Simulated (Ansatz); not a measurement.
## Cs2AgBiBr6 (Fm-3m): a many-body input that goes wrong, and its mend

A first try at the G0W0 gap of Cs2AgBiBr6 (Fm-3m), what the program said, and an input that works.

Program: Ansatz 0.2.0. Level of theory: G0W0 on PBE, plane waves, PAW. Results are calculated unless marked as measured.

In doubt: one-shot GW on d or f shells is unsure, so the values of those runs are not to be relied on.

### 1. Starting point

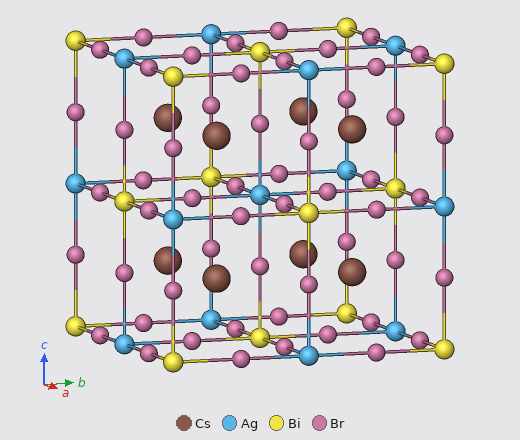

The cell as given, slightly off an axis (caesium brown, silver blue, bismuth yellow, bromine pink). This picture shows the conventional cell, with its axes. Some periodic images of atoms are drawn too.

The cell and positions come from the Crystallography Open Database and are kept as given unless a step says otherwise. Spin-orbit coupling is left out unless a step names it. The default PAW set here is soft_2. Its files were made with PBE.

### 2. First try

File input.yaml:

```yaml
crystal:
  lattice:
    - [0.0, 5.6161, 5.6161]
    - [5.6161, 0.0, 5.6161]
    - [5.6161, 5.6161, 0.0]
  atoms:
    - { symbol: Cs, position: [0.25, 0.25, 0.25] }
    - { symbol: Cs, position: [0.75, 0.75, 0.75] }
    - { symbol: Ag, position: [0.5, 0.5, 0.5] }
    - { symbol: Bi, position: [0.0, 0.0, 0.0] }
    - { symbol: Br, position: [0.25055, 0.74945, 0.25055] }
    - { symbol: Br, position: [0.25055, 0.74945, 0.74945] }
    - { symbol: Br, position: [0.74945, 0.25055, 0.74945] }
    - { symbol: Br, position: [0.74945, 0.25055, 0.25055] }
    - { symbol: Br, position: [0.25055, 0.25055, 0.74945] }
    - { symbol: Br, position: [0.74945, 0.74945, 0.25055] }
kpoints:
  mp_grid: { grid: [1, 1, 1] }
hamiltonian:
  xc: pbe
scf:
  occupations: { method: fixed }
gw:
  n_empty_bands: 373
  ecut_chi: 60
  qp_bands: [v3, c3]
  qp_kpoints: band_edges
  screening: { model: contour_deformation }
```

The run is started by

```sh
ansatz run input.yaml --threads 3 --pin off --max-ram 92160MiB --backend cuda --events-out ev --progress --plain --runs-dir out --devices 1 --max-vram 13GiB  # rebuilt from the run's record
```

Numbers of over 12 decimals in the logs are rounded to 6 here.

Log:

```text
GPUs: using 1 of 1 available (devices: 1).
Engine: ansatz 0.2.0, x86_64-unknown-linux-gnu
Pseudopotentials: kind: paw
Pseudopotential: Cs, paw, valence charge 9, recommended cutoff 420 eV (normal), Cs.paw.azcp
Pseudopotential: Ag, paw, valence charge 19, recommended cutoff 420 eV (normal), Ag.paw.azcp
Pseudopotential: Bi, paw, valence charge 15, recommended cutoff 420 eV (normal), Bi.paw.azcp
Pseudopotential: Br, paw, valence charge 7, recommended cutoff 420 eV (normal), Br.paw.azcp
Functional definition: PBE
  parameter kappa = 0.804
  parameter beta = 0.066725
  exchange = pbe_x(kappa = kappa, mu = beta*pi^2/3)
  correlation = pbe_c(beta = beta)
device memory: the entry about to start is reckoned to put 1.9 GiB on a device that reports 18.7 GiB free (of which the cap on the GPU budget leaves the run 13.0 GiB)
GPU FFT provider: cuFFT
GPU libraries: cuBLAS 13.8.2, cuFFT 12.4.0, cuSOLVER 12.3.4
Crystal: 10 atoms, lattice volume = 354.270 Å³
Basis set: ecut = 420 eV, 6879 PW (Γ)
Bands: 57, of which v1, the nominal top of the filled ones, is band 47 counted from 1 (46 counted from 0)
Symmetry: 48 space group operations
Space group: Fm-3m (ITA 225), of the structure as read, at distance tolerance 7.1e-5 Å
k-points: 1
Non-local potential: Cs, projectors of the file, l = 0: 3, l = 1: 2, l = 2: 2, l = 3: 2
Non-local potential: Ag, projectors of the file, l = 0: 3, l = 1: 2, l = 2: 2, l = 3: 1
Non-local potential: Bi, projectors of the file, l = 0: 2, l = 1: 2, l = 2: 2, l = 3: 2
Non-local potential: Br, projectors of the file, l = 0: 2, l = 1: 2, l = 2: 2
PAW form: soft (Blöchl's): semilocal exchange-correlation on the pseudo side does not see the compensation charge
PAW one-centre angular grid: Cs, 194 points (default); XC on 64 Gauss nodes
PAW one-centre angular grid: Ag, 590 points (default); XC on 64 Gauss nodes
PAW one-centre angular grid: Bi, 590 points (default); XC on 64 Gauss nodes
PAW one-centre angular grid: Br, 110 points (default); XC on 64 Gauss nodes
Initial density: superposition of atomic densities (neutral atoms: chi_scale 0, normalization atom), corrected by the library's trained network
Initial wavefunctions: pseudopotential atomic-orbital guess
GPU buffer pool allocated for 157464 grid points (all kernels)
GPU transforms: local potential and band sums: pruned to the plane-wave sphere, on 54×54×54
Functional: x = pbe(κ = 0.804, μ = 0.219515), c = pbe(β = 0.066725)
SCF iter   1: F=—  HF=-48035.750432 eV  |F-HF|=—  |Δ(HF+E_count)|=         —  Δρ=7.17e-3  dr2=3.78e-1  ethr=1.77e-3  ⟨swp⟩=5.0  Hψ=191  notcnv=0  defer=7
preconditioner: auto → Resta (q_TF=auto, 2.187 Å⁻¹)  ε∞=4.0  [insulator: Δε(μ)=2.989 eV  Ē_g=9.590 eV  n_scr=58 (ndim 8)  ℏωp=16.7 eV  f_vac=0.040  ε∞_Penn≈4.0]
SCF iter   2: F=—  HF=-48035.659675 eV  |F-HF|=—  |Δ(HF+E_count)|=   9.08e-2  Δρ=3.16e-3  dr2=5.91e-2  ethr=4.02e-4  ⟨swp⟩=3.0  Hψ=102  notcnv=0  defer=7
SCF iter   3: F=—  HF=-48035.649377 eV  |F-HF|=—  |Δ(HF+E_count)|=   1.03e-2  Δρ=1.21e-3  dr2=9.11e-3  ethr=6.28e-5  ⟨swp⟩=2.0  Hψ=90  notcnv=0  defer=7
SCF iter   4: F=—  HF=-48035.650084 eV  |F-HF|=—  |Δ(HF+E_count)|=   7.06e-4  Δρ=5.89e-4  dr2=1.52e-3  ethr=9.69e-6  ⟨swp⟩=2.0  Hψ=74  notcnv=0  defer=7
SCF iter   5: F=—  HF=-48035.650197 eV  |F-HF|=—  |Δ(HF+E_count)|=   1.14e-4  Δρ=1.61e-4  dr2=1.90e-4  ethr=1.61e-6  ⟨swp⟩=2.0  Hψ=98  notcnv=0  defer=7
SCF iter   6: F=—  HF=-48035.650235 eV  |F-HF|=—  |Δ(HF+E_count)|=   3.75e-5  Δρ=4.47e-5  dr2=1.32e-5  ethr=2.02e-7  ⟨swp⟩=2.0  Hψ=81  notcnv=0  defer=7
SCF iter   7: F=—  HF=-48035.650240 eV  |F-HF|=—  |Δ(HF+E_count)|=   5.26e-6  Δρ=1.16e-5  dr2=4.70e-7  ethr=1.41e-8  ⟨swp⟩=2.0  Hψ=78  notcnv=0  defer=6
SCF iter   8: F=-48035.650241 eV  HF=-48035.650241 eV  |F-HF|=1.57e-8  |Δ(HF+E_count)|=   8.25e-7  Δρ=2.42e-6  dr2=2.69e-8  ethr=1.06e-10  ⟨swp⟩=16.0  Hψ=342  notcnv=0
SCF 1 converged in 8 iterations: F = -48035.650241 eV  dr2 = 2.69e-8
[...]
device memory: the entry about to start is reckoned to put 2.2 GiB on a device that reports 19.7 GiB free (of which the cap on the GPU budget leaves the run 13.0 GiB)
NSCF: frozen V_eff on 1 k-points
[...]
device memory: the entry about to start is reckoned to put 1.8 GiB on a device that reports 19.7 GiB free (of which the cap on the GPU budget leaves the run 13.0 GiB)
NSCF: frozen V_eff on 1 k-points
G₀W₀ screening: q 1/1
G₀W₀ self-energy: k 1/1
device memory: the entry about to start is reckoned to put 1.4 GiB on a device that reports 18.0 GiB free (of which the cap on the GPU budget leaves the run 13.0 GiB)
NSCF: frozen V_eff on 1 k-points
device memory: the entry about to start is reckoned to put 1.4 GiB on a device that reports 17.8 GiB free (of which the cap on the GPU budget leaves the run 13.0 GiB)
NSCF: frozen V_eff on 1 k-points
device memory: the entry about to start is reckoned to put 1.4 GiB on a device that reports 17.7 GiB free (of which the cap on the GPU budget leaves the run 13.0 GiB)
NSCF: frozen V_eff on 1 k-points
device memory: the entry about to start is reckoned to put 1.4 GiB on a device that reports 17.4 GiB free (of which the cap on the GPU budget leaves the run 13.0 GiB)
NSCF: frozen V_eff on 1 k-points
SCF converged after 8 iterations
Free energy (F): -48035.650241 eV
Harris-Foulkes:  -48035.650241 eV  (|F-HF|=1.57e-8)
Internal energy: -48035.650241 eV  (E = F + TS)
E sigma→0 (E₀):  -48035.650241 eV
Fermi energy:    4.073049 eV
--- Per-component energies (eV) ---
  E_band       = -779.814482
  E_kinetic    = 1932.506642
  E_local      = -8338.267105  (includes V_loc(G=0)·N_el)
  E_nonlocal   = 1130.975613
  E_hartree    = 3285.410591
  E_xc         = -2278.165095
  E_vxc        = -1260.838513  (∫ρ·V_xc dr)
  E_paw        = -38182.142442  (= ΣΔE_a)
  E_vpaw       = -815.024987  (= ΣTr[D̂ρ^β])
  E_aug_tail   = -0.000085  (compensation charges beyond the density's cutoff)
  E_ewald      = -5585.968359
  E_smearing   = -0.000000  (= −TS)
  E_closure    = -0.000000  (closes the sum)
  Σ components = -48035.650241   (vs F -48035.650241, Δ=0.00e0)
--- Band table (eV) ---
  k-point 0: bands = [... 43 lower, 3.4643, 3.4643, 4.0730, 4.0730, 6.8315, 6.8315, 6.8315, 8.1509, ... 6 higher]
--- G₀W₀: contour deformation, 6 samples at zero and on the imaginary axis and 1 off it, 1 q-point, 373 empty bands' worth ---
  eigenvalues of the whole cell's RPA ε∞ on this k-mesh (on a slab, of 1 + 4πα/V) = 9.6558, 9.6558, 9.6558; static W/v taken at q = 0 is 0.103565
  bands read: the sum over 420 bands ends inside a degenerate multiplet in 1 slot, whose members it reads at an even weight; the widest, k=0: bands 419 to 421 (counted from 1) at 2/3 each
  gw.qp_kpoints: band_edges: 1 of 1 stored k-point solved, in 1 pass; an edge of the gap read off the rows below is read off those points alone
    ik  band        ε_KS         Σx   Σc(E_QP)       V_xc       Z   E_QP_lin       E_QP  E_QP is
     0    45      3.4643   -20.3046     3.6385   -15.9902  0.7362     2.7757     2.7885  root
     0    46      4.0730   -27.6058     4.2862   -22.8698  0.7389     3.6184     3.6233  root
     0    47      4.0730   -27.6058     4.2862   -22.8698  0.7389     3.6184     3.6233  root
     0    48      6.8315    -8.9732    -3.9317   -13.3654  0.7622     7.2965     7.2919  root
     0    49      6.8315    -8.9732    -3.9317   -13.3654  0.7622     7.2965     7.2919  root
     0    50      6.8315    -8.9732    -3.9317   -13.3654  0.7622     7.2965     7.2919  root
```

Run time: 10 s. Hardware: 1 × NVIDIA H100 80GB HBM3 (shared by 6 runs) with 3 threads of AMD EPYC 7R13 (Zen 3), shared host; peak memory 1.2 GiB; 5.9 s of CPU time.

**What went wrong?**

The run ended normally, though the input holds a fault or crude settings.

The fault: one k-point. One point can't sample the density or the screening of a small cell, and the band edges may lie elsewhere in the zone.

It printed a gap of 3.67 eV, which is an artefact of the settings.

### 3. A better input

G0W0 replaces the xc potential by the self-energy, built once from these orbitals. Only a window of levels is corrected, while the sums run over the empty bands that the input names.

input.yaml: that of step 2 with these lines changed.

```diff
@@ -17,3 +17,3 @@
 kpoints:
-  mp_grid: { grid: [1, 1, 1] }
+  mp_grid: { grid: [2, 2, 2] }
 hamiltonian:
@@ -23,4 +23,4 @@
 gw:
-  n_empty_bands: 373
-  ecut_chi: 60
+  n_empty_bands: 491
+  ecut_chi: 72
   qp_bands: [v3, c3]
```

Log:

```text
GPUs: using 1 of 1 available (devices: 1).
[...]
GPU FFT provider: cuFFT
GPU libraries: cuBLAS 13.8.2, cuFFT 12.4.0, cuSOLVER 12.3.4
Crystal: 10 atoms, lattice volume = 354.270 Å³
Basis set: ecut = 420 eV, 6879 PW (Γ)
Bands: 57, of which v1, the nominal top of the filled ones, is band 47 counted from 1 (46 counted from 0)
[... 1 set-up line as in the run before ...]
[...]
k-points: 3 of 8
[...]
GPU buffer pool allocated for 157464 grid points (all kernels)
[...]
SCF iter   1: F=—  HF=-48038.825932 eV  |F-HF|=—  |Δ(HF+E_count)|=         —  Δρ=6.39e-4  dr2=2.60e-3  ethr=1.77e-3  ⟨swp⟩=5.3  Hψ=594  notcnv=0  defer=21
[...]
SCF iter   6: F=-48038.831664 eV  HF=-48038.831664 eV  |F-HF|=6.40e-9  |Δ(HF+E_count)|=   8.56e-7  Δρ=3.03e-6  dr2=4.31e-8  ethr=1.06e-10  ⟨swp⟩=17.7  Hψ=938  notcnv=0
SCF 1 converged in 6 iterations: F = -48038.831664 eV  dr2 = 4.31e-8
[...]
0    45      3.2209   -19.8580     2.9761   -16.0215  0.7464     2.3404     2.3605  root
     0    46      3.7748   -26.6134     3.4621   -22.6073  0.7436     3.2237     3.2309  root
     0    47      3.7748   -26.6134     3.4621   -22.6073  0.7436     3.2237     3.2309  root
     0    48      6.7482    -9.4779    -3.3149   -13.3134  0.7792     7.2742     7.2688  root
     0    49      6.7482    -9.4779    -3.3149   -13.3134  0.7792     7.2742     7.2688  root
     0    50      6.7482    -9.4779    -3.3149   -13.3134  0.7792     7.2742     7.2688  root
     1    45      3.0703   -18.7968     2.0111   -16.2431  0.7555     2.5206     2.5276  root
     1    46      3.1829   -23.2056     3.3616   -19.1260  0.7422     2.4490     2.4649  root
[...]
2    47      4.4673   -24.3395     2.5651   -21.3670  0.7586     4.0565     4.0598  root
     2    48      7.2559   -10.3862    -3.3895   -14.3640  0.7691     7.8525     7.8441  root
     2    49      7.2559   -10.3862    -3.3895   -14.3640  0.7691     7.8525     7.8441  root
     2    50      7.6269   -10.8628    -3.4825   -14.9798  0.7605     8.2732     8.2613  root
[key lines of the parts left out:]
SCF converged after 6 iterations
Free energy (F): -48038.831664 eV
Fermi energy:    4.467299 eV
```

It took 12 s on 1 × NVIDIA H100 80GB HBM3 (shared by 6 runs) with 3 threads; peak memory 1.6 GiB.

Numbers from this step:

```yaml
bands_summed: 538
rpa_eps_infinity_on_this_mesh_eigenvalues: 5.830, 5.830, 5.830
plane_waves_in_the_screening_matrix: 531
q_points_in_the_mesh: 8
g0w0_gap_on_the_mesh: 2.152 eV
k_of_the_valence_top: 0, -0.5, -0.5
k_of_the_conduction_bottom: 0, 0, -0.5
starting_gap_on_the_mesh: 1.234 eV
z_at_the_valence_top: 0.7586
z_at_the_conduction_bottom: 0.7828
least_direct_g0w0_gap_on_the_computed_points: 3.684 eV
```

The gap on the mesh goes from 1.23 eV to 2.15 eV, a correction of +0.92 eV. Between the two edge states, bare exchange in place of the xc potential would open the gap by 6.82 eV, and correlation takes back 5.90 eV.

### 4. Summary of results

```yaml
first_try: converged after 10 s
better_run: G0W0 gap on the mesh 2.15 eV (2×2×2 mesh, 491 empty bands, screening to 72 eV)
```

In words: The second run differs in: mesh, empty bands and screening cutoff (eV). Bands and cutoff are finite, so the gap is not at the basis limit. The miss can reach some tenths of an eV and take either sign; the mesh is an error of its own. The 2×2×2 mesh is coarse for this cell (its supercell is 16 Å along the shortest edge). The RPA ε∞ on it, from the PBE start, is 5.83; such meshes misread the long-range screening, most where the gap is narrow. Where an edge is built on 6p states of lead, bismuth or thallium, scalar-relativistic gaps usually stand too wide, by a few tenths to over one eV. A d shell, filled or nearly so, lies near the gap. One-shot GW converges very slowly in bands there, not always from below, and on a semilocal start the gap tends to come out low; starts rich in exact exchange can overshoot instead. The many-body steps are scalar-relativistic: spin-orbit coupling is not in them.

[Paths, hosts, dates, memory and timing lines, banners, echoed tables and standing remarks are left out of the program output.]

[Logs are printed without paths, hosts, clocks, repeated set-up lines and the standing remarks that a program may print on its own settings, such as how far it seeks lower states.]

[Runs of the session that timed out or met a known fault of the program may be left out.]

[Cells called generated may have been cut or substituted from an entry of the Crystallography Open Database or the Materials Project.]

[Hosts, paths, dates, database ids (printed as entryN), source tags and the programs' standing remarks are cut or masked in the printed files.]
